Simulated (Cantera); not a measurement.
Input: 1 mol TEOS, a varied amount of H2O, at 1250 °C and 5.60e-5 bar.

Cantera equilibrium calculation (NASA polynomials, part measured and part estimated; ideal gas, pure solids and liquids). Candidate condensed phases: C, C6H6, C7H8, C8H18, H2O, Si, SiC, SiO2; 123 gas species. The feed counts by its element totals alone. The tables hold silica as quartz up to 1696 K and as liquid above; real silica turns to tridymite and cristobalite and melts near 1996 K. Rates play no part.

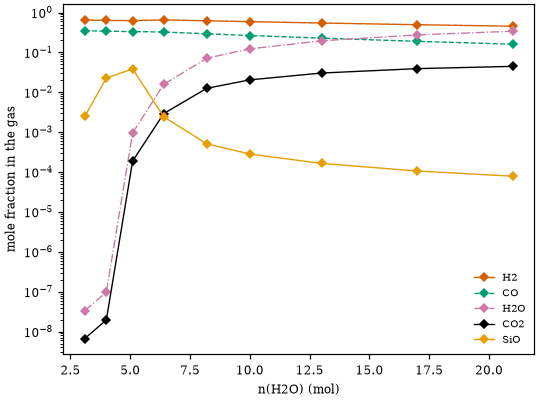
Figure. Equilibrium gas composition (values under 1e-9 drawn at 1e-9)

From 3.1 mol H2O to 4 mol H2O the condensed part is SiC(s). From 5.1 mol H2O to 21 mol H2O the condensed part is SiO2(β-quartz). The main Si-bearing gas is SiO throughout. The share of Si in condensed phases is highest at 21 mol H2O (99.7 %) and lowest at 5.1 mol H2O (7.2 %).
